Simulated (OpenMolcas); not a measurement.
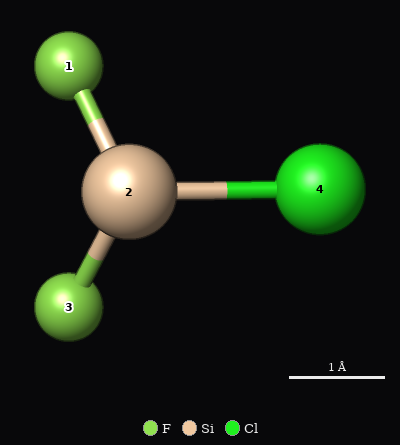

**Figure 1.** The structure as given in the input (ball-and-stick view, seen on its broad side; atoms are numbered from 1 in the order of the input). Bond lengths as drawn: Cl–Si 2.04 Å and F–Si 1.58 Å.

## SiClF₂ (charge +1): property calculation (part 1 of 2)

System: SiClF₂, charge +1.
Method: B3LYP5/ANO-L-MB, RKS (OpenMolcas 26.06).

The geometry is that of the parent species in another charge or spin state. The geometry comes from this level: PBE0-D4/def2-TZVP.

## What the program printed
```
--- Start Module: gateway ---

                                              &GATEWAY

                       available to each process: 1.9 GB of memory, 1 thread

++    Symmetry information:
      ---------------------

                    Character Table for C1

                             E
                    a        1  x, y, xy, Rz, z, xz, Ry, yz, Rx, I
--

++    Basis set information:
      ----------------------

      Basis set label: F.ANO-L...2S1P.

      Electronic valence basis set:
      ------------------
      Associated Effective Charge   9.000000 au
      Associated Actual Charge      9.000000 au
      Nuclear Model: Point charge

      Shell  nPrim  nBasis  Cartesian Spherical Contaminant
         s      14       2        X
         p       9       1        X

      Basis set label: SI.ANO-L...3S2P.

      Electronic valence basis set:
      ------------------
      Associated Effective Charge  14.000000 au
      Associated Actual Charge     14.000000 au
      Nuclear Model: Point charge

      Shell  nPrim  nBasis  Cartesian Spherical Contaminant
         s      17       3        X
         p      12       2        X

      Basis set label: F.ANO-L...2S1P.

      Electronic valence basis set:
      ------------------
      Associated Effective Charge   9.000000 au
      Associated Actual Charge      9.000000 au
      Nuclear Model: Point charge

      Shell  nPrim  nBasis  Cartesian Spherical Contaminant
         s      14       2        X
         p       9       1        X

      Basis set label: CL.ANO-L...3S2P.

      Electronic valence basis set:
      ------------------
      Associated Effective Charge  17.000000 au
      Associated Actual Charge     17.000000 au
      Nuclear Model: Point charge

      Shell  nPrim  nBasis  Cartesian Spherical Contaminant
         s      17       3        X
         p      12       2        X
--

++    Molecular structure info:
      -------------------------

                    ************************************************
                    **** Cartesian Coordinates / bohr, angstrom ****
                    ************************************************

     Center  Label                x              y              z                     x              y              z
        1      F1               2.472140       0.243775       1.508001              1.308200       0.129000       0.798000
        2      SI2              0.418007      -0.598098      -0.502100              0.221200      -0.316500      -0.265700
        3      F3              -1.647463      -2.187169       0.973020             -0.871800      -1.157400       0.514900
        4      CL4             -1.242684       2.541493      -1.979110             -0.657600       1.344900      -1.047300

                    ***************************************
                    *    InterNuclear Distances / bohr    *
                    ***************************************

               1 F1            2 SI2           3 F3            4 CL4
    1 F1       0.000000
    2 SI2      2.994782        0.000000
    3 F3       4.813192        2.994544        0.000000
    4 CL4      5.589219        3.846620        5.589200        0.000000

                    *******************************************
                    *    InterNuclear Distances / angstrom    *
                    *******************************************

               1 F1            2 SI2           3 F3            4 CL4
    1 F1       0.000000
    2 SI2      1.584770        0.000000
    3 F3       2.547032        1.584644        0.000000
    4 CL4      2.957687        2.035544        2.957677        0.000000

                    **************************************
                    *    Valence Bond Angles / degree    *
                    **************************************
                          Atom centers                 Phi
                      1 F1       2 SI2      3 F3       106.96
--

            Nuclear Potential Energy            217.59929986 au

--- Stop Module: gateway /rc=_RC_ALL_IS_WELL_ ---

--- Start Module: seward ---

                                              &SEWARD

                       available to each process: 1.9 GB of memory, 1 thread

               SEWARD will generate:
                  Multipole Moment integrals up to order  2
                  Kinetic Energy integrals
                  Nuclear Attraction integrals (point charge)
                  One-Electron Hamiltonian integrals
                  Velocity integrals
                  Orbital angular momentum around ( -0.1594   0.3489  -0.3578 )
                  Velocity quadrupole around ( -0.1594   0.3489  -0.3578 )
                  Cholesky decomposed two-electron repulsion integrals
                   - CD Threshold:   1.00E-04

                   Integrals are discarded if absolute value <: 1.00E-40
                   Integral cutoff threshold is set to       <: 1.00E-40

            Nuclear Potential Energy            217.59929986 au

      Basis set specifications :
      Symmetry species         a
      Basis functions           28

--- Stop Module: seward /rc=_RC_ALL_IS_WELL_ ---
--- Module seward spent 1 second ---

--- Start Module: scf ---

                                                &SCF

                       available to each process: 1.9 GB of memory, 1 thread

++    Input section:
      --------------

      Header of the integral files:

      Cartesian coordinates in angstrom:
      -----------------------------------------------------
      No.  Label        X            Y            Z
      -----------------------------------------------------
       1   F1         1.30820000   0.12900000   0.79800000
       2   SI2        0.22120000  -0.31650000  -0.26570000
       3   F3        -0.87180000  -1.15740000   0.51490000
       4   CL4       -0.65760000   1.34490000  -1.04730000
      -----------------------------------------------------
      Nuclear repulsion energy =  217.59929986
--

++    Orbital specifications:
      -----------------------

      Symmetry species               1
                                     a
      Frozen orbitals                0
      Aufbau                        24
      Start temperature = 0.500
      End temperature   = 0.010
      Temperature Factor= 0.460
      Deleted orbitals               0
      Total number of orbitals      28
      Number of basis functions     28
--

      Molecular charge                           1.000

      Numerical integration parameters
      --------------------------------
      Radial quadrature type:                         MHL
      Size of radial grid:                            75
      Lebedev angular grid:                           29
      Angular grid pruned with the crowding factor:  3.00E+00
                                 and fading factor:  6.00E+00
      Screening threshold for integral computation:   1.00E-11
      Radial quadrature accuracy:                     1.00E-25
      Maximum batch size:                             128
      AO values are stored on disk
      The same grid will be used for all iterations.

      DFT functional specifications
      -----------------------------
      Using Libxc version: 6.2.2
      Please cite the following reference:
      S. Lehtola, C. Steigemann, M. J.T. Oliveira, and M. A.L. Marques.,  SoftwareX 7, 1–5 (2018) doi:10.1016/j.softx.2017.11.002

      * B3LYP with VWN functional 5 instead of RPA

++    Optimization specifications:
      ----------------------------

      SCF Algorithm: LK-Cholesky
      LK screening threshold:                     4.50E-02
      Local-Exchange (LK) algorithm.
       - the density matrix is decomposed
      The actual AO density is used
      Number of density matrices in core                 5
      Maximum number of NDDO SCF iterations            400
      Maximum number of HF SCF iterations              400
      Threshold for SCF energy change             1.00E-09
      Threshold for density matrix                1.00E-04
      Threshold for Fock matrix                   1.50E-04
      Threshold for linear dependence             1.00E-09
      Threshold at which DIIS is turned on        1.50E-01
      Maximum depth in the DIIS procedure                5
      Maximum depth in the BFGS Hessian update          30
      Threshold at which QNR/C2DIIS is turned on  7.50E-02
      Threshold for Norm(delta) (QNR/C2DIIS)      1.00E-03
      All orbitals punched on: SCFORB
--

      Input vectors read from INPORB
      Orbital file label: *Guess orbitals

++ Convergence information
                                   B3LYP5     iterations: Energy and convergence statistics

Iter     Tot. B3LYP5     One-elec.       Two-elec.     Energy      Max Dij or  Max Fij      DNorm      TNorm      AccCon     Time
         Energy          Energy          Energy        Change      Delta Norm                                                in Sec.
   1  -946.385680791 -1779.886346661   615.901366014   0.00E+00    6.19E-02*   1.18E-01*    1.08E+01   1.41E+02   None         0.
   2  -947.612967865 -1785.466705475   620.254437754  -1.23E+00*   1.58E-01*   8.40E-02*    1.01E+01   1.41E+02   EDIIS        0.
   3  -948.234658229 -1785.452258608   619.618300523  -6.22E-01*   9.44E-02*   4.35E-02*    9.77E+00   1.41E+02   EDIIS        0.
   4  -948.571493837 -1786.792802054   620.622008361  -3.37E-01*   5.44E-01*   1.19E-01*    9.80E+00   1.42E+02   EDIIS        0.
   5  -948.112334937 -1785.189700909   619.478066115   4.59E-01*   1.91E-01*   4.24E-02*    1.01E+01   1.41E+02   EDIIS        0.
   6  -948.725330124 -1786.295878012   619.971248032  -6.13E-01*   2.61E-01*   3.59E-02*    9.99E+00   1.41E+02   EDIIS        0.
   7  -948.711889525 -1785.932346081   619.621156700   1.34E-02*   3.60E-02*   2.72E-02*    9.99E+00   1.41E+02   EDIIS        0.
   8  -948.735930773 -1786.223792389   619.888561760  -2.40E-02*   6.47E-02*   7.06E-03*    9.98E+00   1.41E+02   EDIIS        0.
   9  -948.735118981 -1786.159989720   619.825570883   8.12E-04*   1.38E-02*   3.91E-03*    9.99E+00   1.41E+02   EDIIS        0.

       Fermi aufbau procedure completed!
      nOcc=   24

  10  -948.736293651 -1786.170639779   619.835046271  -1.17E-03*   5.18E-03*   1.05E-03*    9.99E+00   1.41E+02   c2DIIS       0.
  11  -948.736332294 -1786.206787045   619.871154895  -3.86E-05*   5.01E-03*   9.48E-04*    9.98E+00   1.41E+02   QNRc2DIIS    0.
  12  -948.736328367 -1786.167763367   619.832135144   3.93E-06*   2.76E-03*   1.08E-03*    9.99E+00   1.41E+02   QNRc2DIIS    0.
  13  -948.736340775 -1786.188180231   619.852539601  -1.24E-05*   4.53E-04    1.50E-04*    9.98E+00   1.41E+02   QNRc2DIIS    0.
  14  -948.736341030 -1786.188770326   619.853129440  -2.55E-07*   2.31E-05    3.04E-06     9.98E+00   1.41E+02   QNRc2DIIS    0.
  15  -948.736341030 -1786.188760388   619.853119502  -1.47E-10    1.22E-06    3.32E-07     9.98E+00   1.41E+02   QNRc2DIIS    0.

       Convergence after  15 Iterations
--

 *****************************************************************************************************************************
 *                                             SCF/KS-DFT Program, Final results                                             *
 *                                                       Final Results                                                       *
 *****************************************************************************************************************************

::    Total KS-DFT energy                            -948.7363410300
      One-electron energy                           -1786.1887603882
      Two-electron energy                             619.8531195020
      Nuclear repulsion energy                        217.5992998562
      Kinetic energy (interpolated)                   947.4449811949
      Virial theorem                                    1.0013629919
      Total spin, S(S+1)                                0.0000000000
      Total spin, S                                     0.0000000000
      Max non-diagonal density matrix element           0.0000012952
      Max non-diagonal Fock matrix element              0.0000001726

      All orbitals with orbital energies smaller than  E(LUMO)+0.5 are printed

++    Molecular orbitals:
      -------------------

      Title: RKS-DFT orbitals

      Molecular orbitals for symmetry species 1: a

          Orbital            1         2         3         4         5         6         7         8         9        10
          Energy         -101.9248  -66.8470  -24.9559  -24.9559   -9.8491   -7.6141   -7.5998   -7.5979   -5.9635   -4.3242
          Occ. No.          2.0000    2.0000    2.0000    2.0000    2.0000    2.0000    2.0000    2.0000    2.0000    2.0000

        1 F1     1s         0.0000    0.0000    0.1300   -0.9916   -0.0000   -0.0000    0.0000    0.0000   -0.0004    0.0001
        2 F1     2s        -0.0000    0.0001    0.0004   -0.0027    0.0000   -0.0000    0.0002    0.0003   -0.0009   -0.0008
        3 F1     2px        0.0000   -0.0000   -0.0003    0.0009   -0.0002    0.0001   -0.0001    0.0000   -0.0002    0.0007
        4 F1     2py       -0.0000   -0.0000   -0.0002    0.0004    0.0003   -0.0001   -0.0000   -0.0001   -0.0003    0.0002
        5 F1     2pz        0.0000   -0.0000   -0.0000    0.0010   -0.0002    0.0001    0.0000   -0.0001   -0.0003    0.0007
        6 SI2    1s         0.0000    1.0000   -0.0000    0.0000   -0.0000    0.0001   -0.0000    0.0000   -0.0002    0.0000
        7 SI2    2s         0.0000    0.0002   -0.0002    0.0002   -0.0004    0.0005   -0.0001    0.0000    1.0001    0.0010
        8 SI2    3s         0.0001   -0.0004   -0.0012    0.0009   -0.0025    0.0020   -0.0006    0.0000    0.0088    0.0010
        9 SI2    2px       -0.0000    0.0000    0.0001    0.0001    0.0001   -0.0001    0.0000   -0.0001   -0.0001   -0.4489
       10 SI2    3px       -0.0000    0.0000    0.0008    0.0010    0.0013   -0.0007    0.0004   -0.0009   -0.0007   -0.0010
       11 SI2    2py        0.0000   -0.0000    0.0001    0.0001   -0.0002    0.0002   -0.0001   -0.0000   -0.0002    0.8331
       12 SI2    3py        0.0001   -0.0000    0.0006    0.0005   -0.0025    0.0013   -0.0005   -0.0005    0.0011    0.0019
       13 SI2    2pz       -0.0000    0.0000   -0.0001    0.0001    0.0001   -0.0001   -0.0000   -0.0000    0.0016   -0.3231
       14 SI2    3pz       -0.0000   -0.0000   -0.0008    0.0008    0.0011   -0.0008   -0.0007   -0.0001    0.0003   -0.0008
       15 F3     1s         0.0000    0.0000    0.9916    0.1300   -0.0000   -0.0000    0.0000   -0.0000   -0.0004    0.0001
       16 F3     2s        -0.0000    0.0001    0.0028    0.0003    0.0000   -0.0000    0.0002   -0.0003   -0.0009   -0.0008
       17 F3     2px        0.0000    0.0000    0.0010   -0.0000   -0.0002    0.0000    0.0001   -0.0001    0.0004   -0.0007
       18 F3     2py       -0.0000    0.0000    0.0007    0.0000    0.0003   -0.0001    0.0001    0.0000    0.0001   -0.0006
       19 F3     2pz        0.0000   -0.0000   -0.0007   -0.0002   -0.0001    0.0001    0.0000    0.0001   -0.0003    0.0006
       20 CL4    1s         1.0000    0.0000   -0.0000    0.0000    0.0000    0.0000   -0.0000    0.0000   -0.0001   -0.0001
       21 CL4    2s         0.0000    0.0000   -0.0000    0.0000    1.0002    0.0160   -0.0044    0.0000   -0.0005   -0.0005
       22 CL4    3s        -0.0003    0.0001    0.0000   -0.0000    0.0095   -0.0022    0.0006    0.0000   -0.0018   -0.0003
       23 CL4    2px        0.0000    0.0000   -0.0000   -0.0000    0.0072   -0.4890   -0.1682    0.8559   -0.0001   -0.0002
       24 CL4    3px       -0.0000    0.0000   -0.0001   -0.0002    0.0011   -0.0025   -0.0004    0.0029   -0.0005    0.0003
       25 CL4    2py       -0.0001   -0.0000   -0.0000   -0.0000   -0.0137    0.8603    0.0686    0.5050    0.0002    0.0003
       26 CL4    3py        0.0001   -0.0001   -0.0001   -0.0001   -0.0020    0.0045   -0.0000    0.0017    0.0011   -0.0005
       27 CL4    2pz        0.0000    0.0000    0.0000   -0.0000    0.0067   -0.1436    0.9834    0.1112   -0.0001   -0.0001
       28 CL4    3pz       -0.0000    0.0000    0.0001   -0.0001    0.0010   -0.0011    0.0035    0.0004   -0.0006    0.0002

          Orbital           11        12        13        14        15        16        17        18        19        20
          Energy           -4.3232   -4.3224   -1.5590   -1.5302   -1.2073   -0.8862   -0.7904   -0.7869   -0.7761   -0.7362
          Occ. No.          2.0000    2.0000    2.0000    2.0000    2.0000    2.0000    2.0000    2.0000    2.0000    2.0000
```
